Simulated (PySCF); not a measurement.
# C3H9BGeO2: electronic excitations

Wanted: the electronic excitations of C3H9BGeO2 (`[GeH3][O]B1CCOC1`), by calculation.

Computed with PySCF 2.14.0, with density-fitted response routines of our own, on a single molecule in the gas phase. Atoms are numbered from 0 throughout.

**1. Starting geometry**

16 atoms, charge 0, multiplicity 1; geometry from: GFN2-xTB.

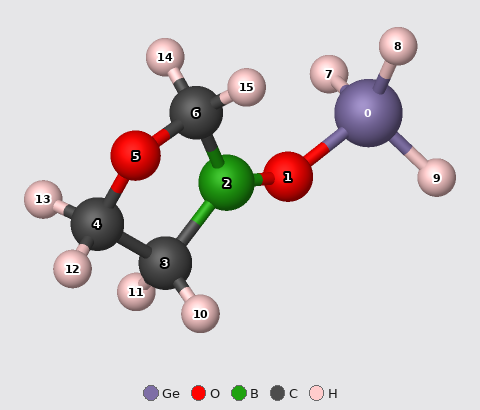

As it starts; germanium purple, oxygen red, boron green, carbon dark grey, hydrogen pink, atoms numbered.

**2. Ultraviolet spectrum: B3LYP/def2-SVPD**

The job: settings as JSON, then the geometry in Å.

```
{"job": {"kind": "uv", "xc": "B3LYP", "basis": "def2-SVPD", "nstates": 8, "ntriplets": 3}, "charge": 0, "multiplicity": 1}
Ge     2.982454     0.447219     0.013014
O      1.427094    -0.297649    -0.204469
B      0.121945    -0.193235    -0.023219
C     -0.987135    -1.265749    -0.428155
C     -2.279060    -0.453536    -0.248075
O     -2.048541     0.539579     0.734259
C     -0.703837     1.008251     0.633108
H      3.293406     1.083504    -1.306510
H      2.950918     1.450294     1.130665
H      3.860321    -0.726677     0.314103
H     -0.973311    -2.105638     0.268825
H     -0.910800    -1.679463    -1.431139
H     -3.129015    -1.044834     0.097395
H     -2.548307     0.028713    -1.201373
H     -0.674324     1.913094     0.002665
H     -0.389406     1.305070     1.637493
```

Method: TDDFT B3LYP/def2-SVPD, vertical, gas phase, core orbitals frozen in the response.

On the command line:

```
$ OMP_NUM_THREADS=1 python probes_run.py task.json out
```

This one command runs all jobs of the session in turn.

Log:

```text
coarse grid: 60744 points
cycle   1  E = -2371.4903027949  dE =  2.868e-01  |g| = 1.005e+00  |ddm| = 6.591e+00
cycle   2  E = -2371.0863492708  dE =  4.040e-01  |g| = 1.760e+00  |ddm| = 3.562e+00
cycle   3  E = -2371.6634814897  dE = -5.771e-01  |g| = 2.067e-01  |ddm| = 2.517e+00
cycle   4  E = -2371.6708520146  dE = -7.371e-03  |g| = 6.989e-02  |ddm| = 3.361e-01
cycle   5  E = -2371.6716346737  dE = -7.827e-04  |g| = 2.348e-02  |ddm| = 9.720e-02
cycle   6  E = -2371.6717283622  dE = -9.369e-05  |g| = 7.176e-03  |ddm| = 3.210e-02
cycle   7  E = -2371.6717373905  dE = -9.028e-06  |g| = 1.166e-03  |ddm| = 1.054e-02
final grid: 128640 points
cycle   8  E = -2371.6717020398  dE =  8.923e-08  |g| = 1.555e-03  |ddm| = 1.293e-02
cycle   9  E = -2371.6717015026  dE =  5.372e-07  |g| = 2.250e-03  |ddm| = 5.514e-03
cycle  10  E = -2371.6717025918  dE = -1.089e-06  |g| = 2.793e-04  |ddm| = 3.082e-03
cycle  11  E = -2371.6717026080  dE = -1.617e-08  |g| = 2.508e-05  |ddm| = 3.872e-04
cycle  12  E = -2371.6717026081  dE = -1.328e-10  |g| = 5.767e-06  |ddm| = 4.728e-05
converged SCF energy = -2371.6717026081

Static polarisability (au): isotropic 84.138, principal 71.338 80.909 100.168

Singlet excitations
state   eV       nm        f      main configurations
  1   5.3677    231.0   0.00423   H->L 0.74, H->L+2 0.21
  2   5.4630    227.0   0.00493   H->L+2 0.69, H->L 0.23
  3   5.9313    209.0   0.01121   H->L+1 0.88
  4   6.0106    206.3   0.00711   H-1->L 0.62, H-1->L+2 0.26
  5   6.1027    203.2   0.00506   H-1->L+2 0.61, H-1->L 0.30
  6   6.3391    195.6   0.00561   H->L+3 0.92
  7   6.6100    187.6   0.01718   H-1->L+1 0.93
  8   6.7867    182.7   0.01079   H->L+4 0.94

Triplet excitations (Tamm-Dancoff, eV): 5.1551 5.3291 5.7962
```

It took 90 s on 1 thread of Arm Neoverse N1, shared host; peak memory 0.94 GiB.

Frontier orbitals and where they lie:

| orbital | eV | atoms |
| --- | --- | --- |
| HOMO−3 | -9.16 | O1 33 %, Ge0 19 %, H7 15 % |
| HOMO−2 | -8.87 | O5 45 %, C3 18 %, C4 7 % |
| HOMO−1 | -7.32 | O5 20 %, O1 17 %, C6 15 % |
| HOMO | -6.59 | O5 52 %, C6 11 %, C4 8 % |
| LUMO | -0.50 | Ge0 38 %, B2 15 %, H8 10 % |
| LUMO+1 | -0.08 | Ge0 49 %, H8 13 %, H7 12 % |
| LUMO+2 | 0.02 | B2 33 %, O1 16 %, C3 12 % |

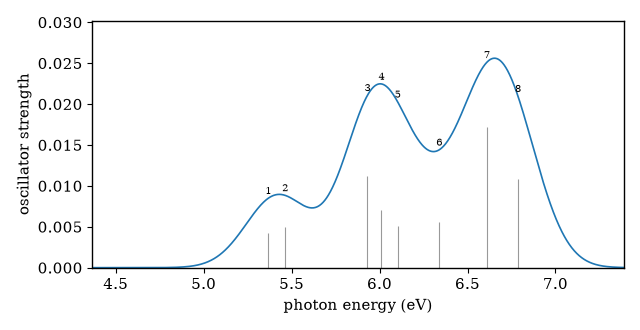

Absorption spectrum from the 8 singlet states computed; above the last one it falls off for lack of states. Lines are broadened to a width of 0.40 eV (Gaussian).

Further results of this job:

| property | computed |
| --- | --- |
| dipole moment (D) | 2.97 |
| polarisability (Å³) | 12.47 |
| HOMO–LUMO gap (eV) | 6.09 |
| −ε(HOMO) (eV) | 6.59 |

**3. Results**

| quantity | value |
| --- | --- |
| lowest singlet (B3LYP/def2-SVPD) | 5.37 eV (231 nm), f = 0.004 |
| brightest single state of those computed | state 7, 6.61 eV, f = 0.017 |
| lowest triplet | 5.16 eV |

The lowest singlet, at 5.37 eV, is HOMO→LUMO 0.74, HOMO→LUMO+2 0.21 and is weak; of the 8 states computed, the strongest absorption comes from state 7 at 6.61 eV. The lowest triplet lies 0.21 eV below the lowest singlet (triplets in Tamm-Dancoff, singlets in full TDDFT). States above −ε(HOMO) lie where TDDFT describes them poorly and they hang on the basis; the brightest is among them.
